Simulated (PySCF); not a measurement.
**Two runs on C₂H₇ClO₂Si**

System: C₂H₇ClO₂Si, SMILES CO[SiH](Cl)OC.
Method of run 1: GIAO HF/pcSseg-1 NMR shielding, non-relativistic, gas phase (PySCF 2.14.0).

The geometry comes from this level: PBE0-D3(BJ)/def2-SVP. Text and figures count atoms from 1; the logs count them from 0 in places.

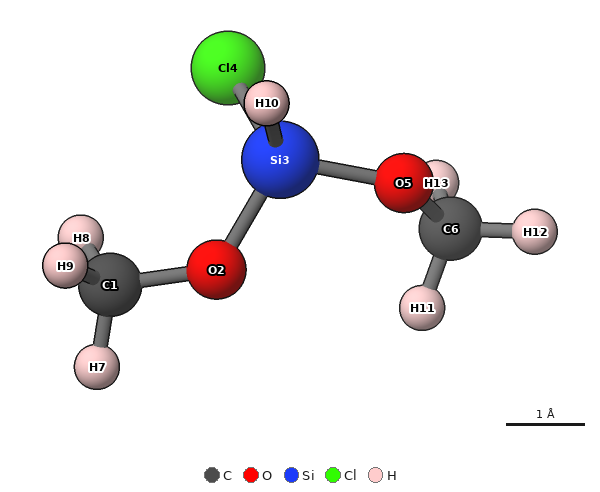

The input geometry (ball-and-stick view, seen at a tilt; atoms are numbered from 1 in the order of the input).

**Input file, run 1**
```
{"job": {"kind": "nmr", "xc": "HF", "basis": "pcSseg-1", "pop": false}, "charge": 0, "multiplicity": 1}
C     -2.183959    -0.727653    -0.544126
O     -0.960880    -0.482067     0.096017
Si    -0.126135     0.930225     0.190615
Cl    -0.128623     1.772080    -1.704270
O      1.406304     0.615117     0.663965
C      2.331566    -0.182018    -0.033566
H     -2.328929    -1.815355    -0.619386
H     -2.203395    -0.300711    -1.561602
H     -3.030810    -0.307399     0.026214
H     -0.696154     1.898218     1.148160
H      1.979302    -1.223164    -0.122214
H      3.280896    -0.177889     0.520749
H      2.516325     0.212825    -1.047431
```

The first line tells a small driver script what to run in PySCF; the rest is the geometry in Å.

Command:
```bash
OMP_NUM_THREADS=1 python <driver script> task.json out
```

Hardware: 1 CPU thread, shared host.

**Output (run 1)**
```
final grid: 106112 points
cycle   1  E = -977.8975188257  dE =  7.853e-01  |g| = 7.260e-01  |ddm| = 3.015e+00
cycle   2  E = -977.9902301596  dE = -9.271e-02  |g| = 4.042e-01  |ddm| = 6.834e-01
cycle   3  E = -978.0183686640  dE = -2.814e-02  |g| = 6.536e-02  |ddm| = 2.490e-01
cycle   4  E = -978.0194853040  dE = -1.117e-03  |g| = 1.730e-02  |ddm| = 7.385e-02
cycle   5  E = -978.0195715904  dE = -8.629e-05  |g| = 2.922e-03  |ddm| = 2.043e-02
cycle   6  E = -978.0195754186  dE = -3.828e-06  |g| = 6.695e-04  |ddm| = 4.889e-03
cycle   7  E = -978.0195757361  dE = -3.175e-07  |g| = 1.941e-04  |ddm| = 1.506e-03
cycle   8  E = -978.0195757621  dE = -2.601e-08  |g| = 5.888e-05  |ddm| = 4.504e-04
cycle   9  E = -978.0195757638  dE = -1.694e-09  |g| = 2.019e-05  |ddm| = 1.100e-04
cycle  10  E = -978.0195757639  dE = -1.378e-10  |g| = 5.658e-06  |ddm| = 2.696e-05
converged SCF energy = -978.0195757639

GIAO shielding tensors (ppm)
atom      isotropic    diamagn.    paramagn.     s11        s22        s33       span
  0 C      143.964     237.319     -93.355    121.461    123.042    187.390     65.930
  1 O      322.009     403.002     -80.993    265.276    328.142    372.609    107.332
  2 Si     434.889     876.400    -441.511    415.521    434.611    454.534     39.014
  3 Cl     968.968    1150.022    -181.054    899.854    935.158   1071.892    172.038
  4 O      320.224     398.285     -78.061    253.647    345.824    361.201    107.554
  5 C      144.377     240.466     -96.090    122.332    123.557    187.241     64.908
  6 H       28.038      27.596       0.442     23.445     25.553     35.115     11.670
  7 H       28.166      28.340      -0.174     22.756     28.338     33.404     10.647
  8 H       28.352      27.414       0.938     24.049     25.621     35.386     11.337
  9 H       27.448      29.253      -1.805     23.801     24.390     34.152     10.351
 10 H       28.235      29.767      -1.532     23.443     26.739     34.525     11.082
 11 H       28.097      27.464       0.632     23.471     25.516     35.303     11.832
 12 H       28.180      28.962      -0.782     23.068     27.613     33.858     10.791
```

The input of run 2 differs as follows (lines with − go, lines with + come):
```diff
-"xc": "HF"
+"xc": "BP86"
```

How does run 2 compare with run 1?

The total energies belong to different methods, so their difference says nothing on which is more stable or more accurate. The HOMO goes from −12.48 to −7.11 eV. The LUMO goes from 4.24 to 0.23 eV. The dipole moment goes from 1.52 to 1.43 D. Of all shieldings, the largest change is that of Cl4, by −83.6 ppm. The method changes from HF to BP86. Exact exchange removes part of the self-interaction error of semilocal functionals, which pushes filled and empty levels apart. The SCF takes 15 iterations against 10.

**Output (run 2)**
```
coarse grid: 11936 points
cycle   1  E = -980.4399975270  dE =  6.064e-01  |g| = 1.026e+00  |ddm| = 3.177e+00
cycle   2  E = -979.6705421701  dE =  7.695e-01  |g| = 2.224e+00  |ddm| = 2.841e+00
cycle   3  E = -980.6210010384  dE = -9.505e-01  |g| = 2.071e-01  |ddm| = 2.305e+00
cycle   4  E = -980.6295157807  dE = -8.515e-03  |g| = 9.423e-02  |ddm| = 2.998e-01
cycle   5  E = -980.6313932977  dE = -1.878e-03  |g| = 2.080e-02  |ddm| = 1.106e-01
cycle   6  E = -980.6314903791  dE = -9.708e-05  |g| = 7.578e-03  |ddm| = 2.691e-02
cycle   7  E = -980.6315010130  dE = -1.063e-05  |g| = 3.012e-03  |ddm| = 8.023e-03
cycle   8  E = -980.6315026296  dE = -1.617e-06  |g| = 7.586e-04  |ddm| = 2.601e-03
final grid: 106112 points
cycle   9  E = -980.7054841303  dE = -2.401e-05  |g| = 1.138e-02  |ddm| = 1.891e-02
cycle  10  E = -980.7054232860  dE =  6.084e-05  |g| = 2.151e-02  |ddm| = 1.948e-02
cycle  11  E = -980.7055031087  dE = -7.982e-05  |g| = 2.174e-03  |ddm| = 1.487e-02
cycle  12  E = -980.7055040629  dE = -9.542e-07  |g| = 6.198e-04  |ddm| = 2.253e-03
cycle  13  E = -980.7055041621  dE = -9.923e-08  |g| = 9.433e-05  |ddm| = 4.752e-04
cycle  14  E = -980.7055041637  dE = -1.623e-09  |g| = 3.980e-05  |ddm| = 1.084e-04
cycle  15  E = -980.7055041640  dE = -2.617e-10  |g| = 9.918e-06  |ddm| = 3.166e-05
converged SCF energy = -980.7055041640

GIAO shielding tensors (ppm)
atom      isotropic    diamagn.    paramagn.     s11        s22        s33       span
  0 C      126.354     241.225    -114.872     99.215    101.327    178.518     79.303
  1 O      275.031     400.870    -125.839    203.426    285.552    336.116    132.689
  2 Si     373.825     881.685    -507.861    353.561    362.022    405.890     52.329
  3 Cl     885.370    1150.297    -264.928    789.039    840.219   1026.851    237.811
  4 O      274.028     396.058    -122.030    194.713    306.502    320.870    126.158
  5 C      127.390     244.091    -116.701    100.208    103.345    178.617     78.410
  6 H       27.527      27.849      -0.322     23.370     25.226     33.984     10.614
  7 H       27.435      28.693      -1.258     22.608     26.975     32.721     10.113
  8 H       27.619      27.355       0.265     23.592     24.879     34.387     10.794
  9 H       26.183      29.225      -3.042     22.475     23.252     32.822     10.347
 10 H       27.480      30.249      -2.768     22.944     25.754     33.742     10.798
 11 H       27.594      27.270       0.324     23.394     25.264     34.124     10.731
 12 H       27.367      29.084      -1.717     22.670     26.319     33.112     10.441
```

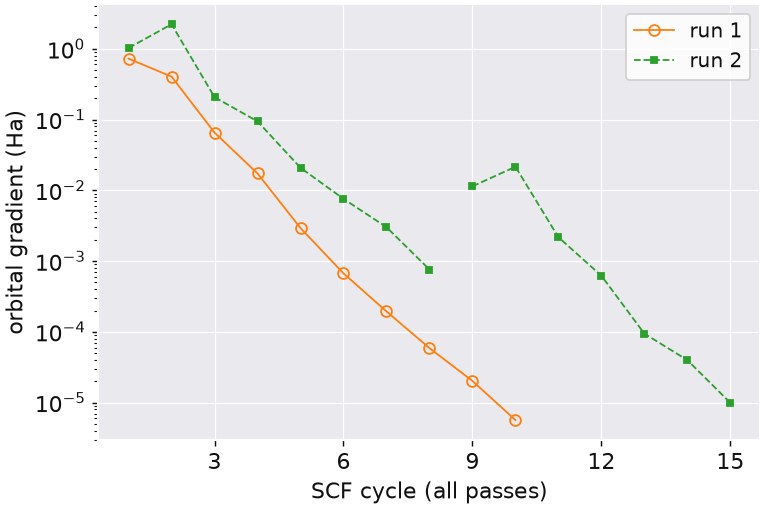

Convergence of the two runs: orbital gradient against the SCF cycle. A break in a curve parts two SCF passes (coarse and final grid). Run 1 takes 10 cycles in all, and run 2 takes 15.

**The two runs side by side**

| quantity | run 1 | run 2 |
| --- | --- | --- |
| outcome | converged | converged |
| total energy (hartree) | −978.019576 | −980.705504 |
| HOMO (eV) | −12.48 | −7.11 |
| LUMO (eV) | 4.24 | 0.23 |
| dipole moment (D) | 1.52 | 1.43 |
| shielding of C1 (ppm) | 144.0 | 126.4 |
| shielding of O2 (ppm) | 322.0 | 275.0 |
| shielding of Si3 (ppm) | 434.9 | 373.8 |
| shielding of Cl4 (ppm) | 969.0 | 885.4 |
| shielding of O5 (ppm) | 320.2 | 274.0 |
| shielding of C6 (ppm) | 144.4 | 127.4 |
| shielding of H10 (ppm) | 27.4 | 26.2 |
| SCF iterations | 10 | 15 |
| basis functions | 151 | 151 |
| wall time (shared host) | 14 s | 32 s |
